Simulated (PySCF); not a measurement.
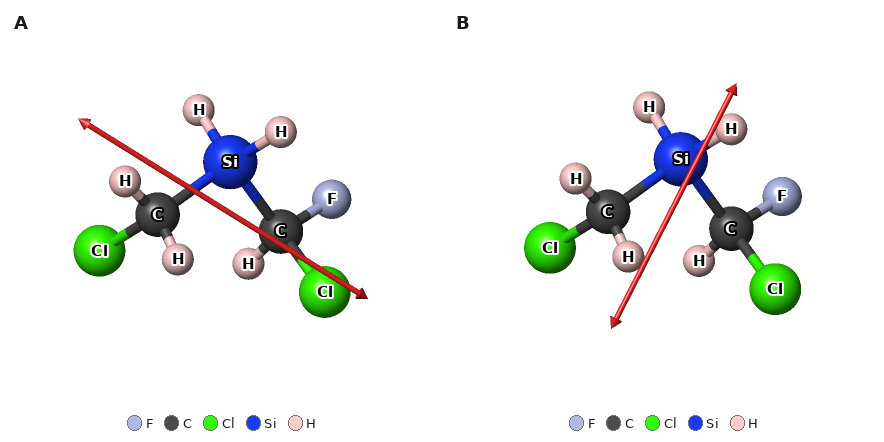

The double arrows show the directions of two transition dipoles from the ground state (lengths mean nothing). The geometry was computed by an optimisation with GFN2-xTB. No frequency run is at hand to confirm it as a minimum. Properties computed with TDDFT B3LYP/def2-SVPD, vertical, gas phase, core orbitals frozen in the response (PySCF 2.14.0).

Question. One belongs to singlet state 1 and one to singlet state 2. Which is which?

Answer. A: state 2, 6.70 eV (185 nm), oscillator strength 0.029, of mixed character, with the largest part HOMO → LUMO+1 (weight 0.47).
B: state 1, 6.52 eV (190 nm), oscillator strength 0.022, mainly HOMO → LUMO (weight 0.84).

The geometry is semi-empirical. Around Si such bond lengths and angles can be off by a tenth of an ångström or more and by several degrees, and values that hang on the shape move with them.
